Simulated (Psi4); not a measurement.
# SiH3I (SMILES [SiH3]I) at MP3/def2-TZVP (core potential)

Aim: the vertical singlet–triplet gap of SiH3I at MP3/def2-TZVP (core potential), from 2 runs. 

Program for the calculation: Psi4 1.11.

2 further runs of the same task are left out: 1 that didn't finish, 1 set aside as unsound or not needed.

### 1 The structure to begin with

The species is SiH3I (5 atoms), meant as a singlet with charge 0. SMILES: `[SiH3]I`. The coordinates come from a PBE0-D4/def2-TZVP relaxation.

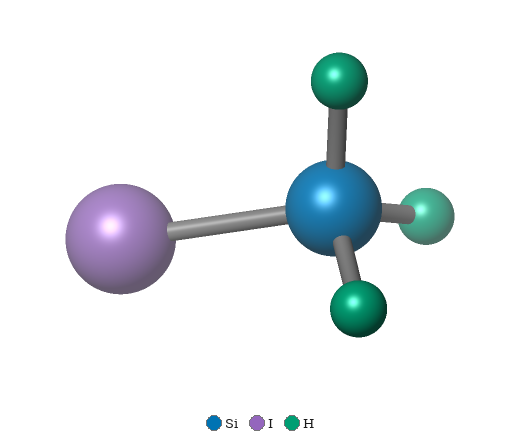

Viewed from a chosen angle; silicon blue, iodine purple, hydrogen teal.

### 2 The energy at MP3/def2-TZVP (core potential)

The input, run.py:

```python
import psi4

psi4.set_memory(1600000000)
psi4.set_num_threads(1)
psi4.set_output_file('h3isi.out', False)

geom = psi4.geometry("""
0 1
Si    -0.31293865     0.13095802    -0.14607583
I      3.60503053    -1.74478413     1.39423993
H     -2.16260258     0.16818563     1.95378784
H     -1.26857315    -1.42806603    -2.26464779
H      0.23338118     2.73443370    -1.01534985
units bohr
symmetry c1
""")

options = {'basis': 'def2-TZVP', 'reference': 'rhf', 'puream': True, 'e_convergence': 1e-09, 'd_convergence': 1e-08, 'scf_type': 'pk', 'num_frozen_docc': 9, 'mp_type': 'conv'}
psi4.set_options(options)

E, wfn = psi4.energy('mp3', molecule=geom, return_wfn=True)
print(f'mp3 energy: {E:.10f} Eh')
```

Run with:

```console
$ python run.py
```

h3isi.out:

```text
[...]
    !!!  WARNING: ECP capability is in beta. Please check occupations closely.  !!!
[...]
  Running in c1 symmetry.
[...]
  Nuclear repulsion =  103.891267759660039
[...]
  Multiplicity = 1
[...]
  Nalpha       = 21
  Nbeta        = 21
[...]
    Number of basis functions: 105
[...]
   @RHF iter   1:  -587.27103135257926   -3.12064e+00   5.11963e-03 DIIS/ADIIS
[...]
   @RHF iter  11:  -587.38527484726751   -1.70530e-12   2.58671e-09 DIIS
[...]
    Orbital Energies [Eh]
    ---------------------
    Doubly Occupied:
       1A    -68.818648     2A     -7.730966     3A     -6.166049
       4A     -5.583041     5A     -5.577215     6A     -5.577215
       7A     -4.272696     8A     -4.271712     9A     -4.271712
      10A     -2.278565    11A     -2.275411    12A     -2.275411
      13A     -2.268910    14A     -2.268910    15A     -0.904824
      16A     -0.719850    17A     -0.514641    18A     -0.514636
      19A     -0.449192    20A     -0.376024    21A     -0.376023
[...]
  @RHF Final Energy:  -587.38527484726751
   => Energetics <=
    Nuclear Repulsion Energy =            103.8912677596600389
    One-Electron Energy =               -1127.5697768648537931
    Two-Electron Energy =                 436.2932342579262581
    Total Energy =                       -587.3852748472675103
[...]
 Multipole Moments:
 ------------------------------------------------------------------------------------
     Multipole            Electronic (a.u.)      Nuclear  (a.u.)        Total (a.u.)
 ------------------------------------------------------------------------------------
 L = 1.  Multiply by 2.5417464519 to convert [e a0] to [Debye]
 Dipole X            :         35.4780717          -35.9529848           -0.4749131
 Dipole Y            :        -16.9854226           17.2127590            0.2273365
 Dipole Z            :         13.9477924          -14.1345210           -0.1867286
 Magnitude           :                                                    0.5586519
[...]
	SCS-MP2 Total Energy (a.u.)        :  -587.95173120082563
	SOS-MP2 Total Energy (a.u.)        :  -587.92642959966577
[...]
	SOS-PI-MP2 Total Energy (a.u.)     :  -587.96805688831171
[...]
	MP2 Total Energy (a.u.)            :  -588.00233440314514
[...]
	SCS-MP3 Total Energy (a.u.)        :  -587.94749632747732
[...]
	MP3 Total Energy (a.u.)            :  -587.98539490975179
[...]
```

On the terminal:

```text
mp3 energy: -587.9853949098 Eh
```

It took 41 s on 1 thread of AMD EPYC (Zen 3), shared host; peak memory 0.94 GiB.

### 3 The triplet, same level

The input, job.json:

```json
{
  "schema_name": "qcschema_input",
  "schema_version": 1,
  "molecule": {
    "schema_name": "qcschema_molecule",
    "schema_version": 2,
    "symbols": ["Si", "I", "H", "H", "H"],
    "geometry": [-0.31293865, 0.13095802, -0.14607583, 3.60503053, -1.74478413, 1.39423993, -2.16260258, 0.16818563, 1.95378784, -1.26857315, -1.42806603, -2.26464779, 0.23338118, 2.7344337, -1.01534985],
    "molecular_charge": 0,
    "molecular_multiplicity": 3,
    "fix_symmetry": "c1",
    "fix_com": true,
    "fix_orientation": true
  },
  "driver": "energy",
  "model": {
    "method": "mp3",
    "basis": "def2-TZVP"
  },
  "keywords": {
    "reference": "uhf",
    "puream": true,
    "e_convergence": 1e-09,
    "d_convergence": 1e-08,
    "scf_type": "pk",
    "num_frozen_docc": 9,
    "maxiter": 100,
    "mp_type": "conv"
  }
}
```

Run with:

```console
$ psi4 --qcschema job.json -n 1 --memory 1600MB
```

stdout:

```text
[...]
    !!!  WARNING: ECP capability is in beta. Please check occupations closely.  !!!
[...]
  Running in c1 symmetry.
[...]
  Nuclear repulsion =  103.891267759660039
[...]
  Multiplicity = 3
[...]
  Nalpha       = 22
  Nbeta        = 20
[...]
    Number of basis functions: 105
[...]
   @UHF iter   1:  -587.07973422856242   -2.92953e+00   4.73332e-03 ADIIS/DIIS
[...]
   @UHF iter  19:  -587.18701260514001   -1.59162e-11   6.51691e-09 DIIS
[...]
   @S^2 Observed:                2.017901238E+00
[...]
    Orbital Energies [Eh]
    ---------------------
    Alpha Occupied:
       1A    -68.744649     2A     -7.803810     3A     -6.103610
       4A     -5.664436     5A     -5.646764     6A     -5.642426
       7A     -4.214415     8A     -4.205091     9A     -4.204939
      10A     -2.356624    11A     -2.351497    12A     -2.347769
      13A     -2.335656    14A     -2.334041    15A     -0.994698
      16A     -0.724119    17A     -0.522345    18A     -0.506317
      19A     -0.493250    20A     -0.465086    21A     -0.428911
      22A     -0.161941
    Alpha Virtual:
      23A      0.137574    24A      0.138434    25A      0.145821
[...]
  @UHF Final Energy:  -587.18701260514001
   => Energetics <=
    Nuclear Repulsion Energy =            103.8912677596600389
    One-Electron Energy =               -1126.6922305226685239
    Two-Electron Energy =                 435.6139501578683735
    Total Energy =                       -587.1870126051401257
  UHF NO Occupations:
  HONO-2 :   20  A 1.9962570
  HONO-1 :   21  A 1.0000000
[...]
 Multipole Moments:
 ------------------------------------------------------------------------------------
     Multipole            Electronic (a.u.)      Nuclear  (a.u.)        Total (a.u.)
 ------------------------------------------------------------------------------------
 L = 1.  Multiply by 2.5417464519 to convert [e a0] to [Debye]
 Dipole X            :        -81.9723774           82.5468276            0.5744502
 Dipole Y            :         40.0390782          -40.3116377           -0.2725595
 Dipole Z            :        -31.2698823           31.4847268            0.2148445
 Magnitude           :                                                    0.6711482
[...]
	SCS-MP2 Total Energy (a.u.)        :  -587.73998083209324
	SOS-MP2 Total Energy (a.u.)        :  -587.71414749086387
[...]
	SOS-PI-MP2 Total Energy (a.u.)     :  -587.75469632822717
[...]
	MP2 Total Energy (a.u.)            :  -587.79164751455210
[...]
	SCS-MP3 Total Energy (a.u.)        :  -587.73732567814466
[...]
	MP3 Total Energy (a.u.)            :  -587.78102689875789
[...]
```

The result, in JSON:

```text
{
 "driver": "energy",
 "model": {
  "method": "mp3",
  "basis": "def2-TZVP"
 },
 "success": true,
 "return_result": -587.7810268987579,
 "properties": {
  "calcinfo_nbasis": 105,
  "calcinfo_nmo": 105,
  "calcinfo_nalpha": 22,
  "calcinfo_nbeta": 20,
  "calcinfo_natom": 5,
  "nuclear_repulsion_energy": 103.89126775966004,
  "return_energy": -587.7810268987579,
  "scf_one_electron_energy": -1126.6922305226685,
  "scf_two_electron_energy": 435.6139501578684,
  "scf_dipole_moment": [0.5744501795900305, -0.27255947366323596, 0.21484451566944784],
  "scf_total_energy": -587.18701260514,
  "scf_iterations": 19,
  "mp2_same_spin_correlation_energy": -0.1991465357783238,
  "mp2_opposite_spin_correlation_energy": -0.4054883736337177,
  "mp2_singles_energy": 0.0,
  "mp2_doubles_energy": -0.6046349094120416,
  "mp2_correlation_energy": -0.6046349094120842,
  "mp2_total_energy": -587.7916475145521
 }
}
```

Run time: 86 s. Hardware: 1 thread of AMD EPYC (Zen 3), shared host; peak memory 0.99 GiB.

### 4 Summary of results

At MP3/def2-TZVP (core potential), 9 core orbitals frozen:

| quantity | value |
| --- | --- |
| singlet: total energy | -587.98539 Eh |
| singlet: HOMO energy (Hartree–Fock orbitals) | -10.23 eV |
| singlet: LUMO energy (Hartree–Fock orbitals) | 2.34 eV |
| singlet: HOMO–LUMO gap (Hartree–Fock orbitals) | 12.58 eV |
| singlet: correlation energy (9 core orbitals frozen) | -600.1 mEh |
| triplet: total energy | -587.78103 Eh |
| triplet: HOMO energy (Hartree–Fock orbitals) (highest over α and β) | -4.41 eV |
| triplet: LUMO energy (Hartree–Fock orbitals) (lowest over α and β) | -2.25 eV |
| triplet: correlation energy (9 core orbitals frozen) | -594.0 mEh |
| triplet: ⟨S²⟩ of the reference determinant | 2.018 |
| vertical energy of the triplet above the singlet | 5.561 eV |

At this shape the triplet lies 5.56 eV (537 kJ/mol) above the singlet.
